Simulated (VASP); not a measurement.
Band structure of Cs (bcc). Calculation: PBE GGA with D3 dispersion (Becke-Johnson damping), VASP's PBE PAW potentials (set 64) (plane waves; VASP).

Unless said otherwise, spin-orbit coupling is left out, though it shifts the bands of the heavy elements here.

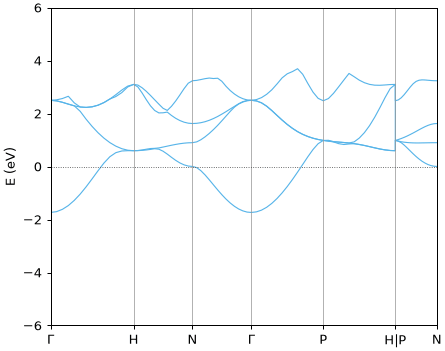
*Bands along high-symmetry lines, zero at the valence-band maximum or, without a gap, the Fermi level*

Question: Read the plot: is there a gap, and where are the band edges?

Answer: It has no gap at this level: it comes out as a metal or semimetal. (Edges off the drawn lines would not show.)

The compound is Cs in the bcc structure. It was relaxed first.
